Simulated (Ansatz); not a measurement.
# ClH5Si2: ladder of basis sets, by script

How does the energy of ClH5Si2 converge with the basis? Wanted for ClH5Si2: a ladder of basis sets. SMILES: [SiH3][SiH2]Cl.

Computed with the Python package of Ansatz 0.2.0. The levels of theory stand in the script.

## (1) The system

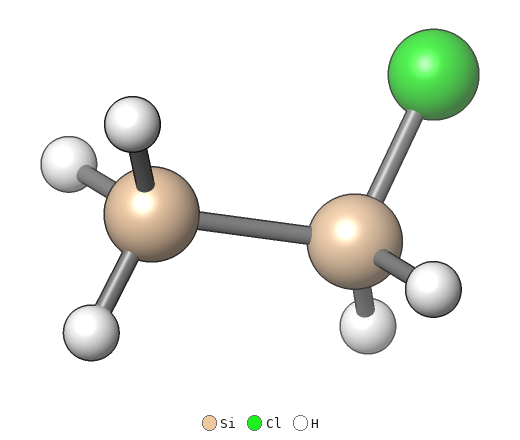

The structure that the script starts from, seen from a chosen angle (silicon light orange, chlorine green, hydrogen white).

The script holds or builds the structure itself.

## (2) The code

Contents of run_basis.py:

```python
"""How the energy of ClH5Si2 converges with the basis."""

import ansatz as az

params = {
    "functional": "HF",
}


def main() -> None:
    geometry_ang = [
        ("Si", [-0.6617, 0.8195, -0.3644]),
        ("Si", [0.5572, -0.9181, 0.3256]),
        ("Cl", [2.3981, -0.3112, 0.901]),
        ("H", [-1.9893, 0.419, -0.8028]),
        ("H", [-0.0817, 1.5456, -1.556]),
        ("H", [-0.8923, 1.8798, 0.711]),
        ("H", [-0.0305, -1.5972, 1.4991]),
        ("H", [0.7923, -1.8945, -0.7693]),
    ]
    molecule = az.Crystal.molecule()
    for symbol, xyz in geometry_ang:
        molecule = molecule.atom(symbol, xyz)

    model = (
        molecule.calculation()
        .functional(params["functional"])
        .accuracy("medium")
        .scf(lower_state_search="standard")
    )

    energies = {}
    for basis in ["cc-pVDZ", "cc-pVTZ"]:
        r = model.basis(gaussian=basis).run(threads=1, pin="off").report
        size = r["n_frozen"] + r["n_occupied"][0] + r["n_virtual"][0]
        energies[basis] = (r["reference_energy_ev"] / 27.211386246, r["free_energy_ev"] / 27.211386246)
        print(f"{basis:14s} {size:4d} orbitals  reference {energies[basis][0]:14.6f} Ha  total {energies[basis][1]:14.6f} Ha")

    last = energies["cc-pVTZ"][1]
    for basis, (_, total) in energies.items():
        print(f"{basis:14s} lies {27.211386 * (total - last):9.4f} eV above cc-pVTZ")


if __name__ == "__main__":
    main()
```

## (3) The calls as engine input

The package turns the script's settings into the engine's input (first run):

```yaml
crystal:
  periodic: [false, false, false]
  atoms:
    - { symbol: Si, position_ang: [-0.6617, 0.8195, -0.3644] }
    - { symbol: Si, position_ang: [0.5572, -0.9181, 0.3256] }
    - { symbol: Cl, position_ang: [2.3981, -0.3112, 0.901] }
    - { symbol: H, position_ang: [-1.9893, 0.419, -0.8028] }
    - { symbol: H, position_ang: [-0.0817, 1.5456, -1.556] }
    - { symbol: H, position_ang: [-0.8923, 1.8798, 0.711] }
    - { symbol: H, position_ang: [-0.0305, -1.5972, 1.4991] }
    - { symbol: H, position_ang: [0.7923, -1.8945, -0.7693] }
accuracy: medium
basis:
  gaussian:
    orbitals: cc-pVDZ
hamiltonian:
  xc: hf
scf:
  lower_state_search: standard
```

## (4) The run

Launch:

```
$ python run_basis.py
```

Standard output:

```text
cc-pVDZ          79 orbitals  reference   -1040.307459 Ha  total   -1040.307459 Ha
cc-pVTZ         172 orbitals  reference   -1040.358557 Ha  total   -1040.358557 Ha
cc-pVDZ        lies    1.3904 eV above cc-pVTZ
cc-pVTZ        lies    0.0000 eV above cc-pVTZ
```

Wall time 2.6 s (1 thread of Arm Neoverse V2, shared host); peak memory 0.35 GiB.

## (5) What changed from run to run

The engine's inputs for the other runs:

Run 2, against run 1:

```diff
@@ -15 +15 @@
-    orbitals: cc-pVDZ
+    orbitals: cc-pVTZ
```

## (6) What each run gave

The 2 runs, in the order started:

```
run    basis  energy (eV)  SCF cycles  CPU time (s)
  1  cc-pVDZ  -28308.2081          11          0.65
  2  cc-pVTZ  -28309.5985          12           1.6
```

## (7) What came out

| quantity | value |
| --- | --- |
| runs compared | 2 |

What this shows: Against cc-pVDZ: cc-pVTZ -51.1 mHa. The last step alone is -51.10 mHa. From the first set to the last the time grows from 0.7 to 1.6 s. Reading the output:
- The geometry is a force-field or estimated start, not a minimum of this method, and the last set is no limit. Much of the fall in a total is atomic energy, which cancels in bond and reaction energies.
- For Al to Cl the sets with a tight d function, cc-pV(X+d)Z, are usual.
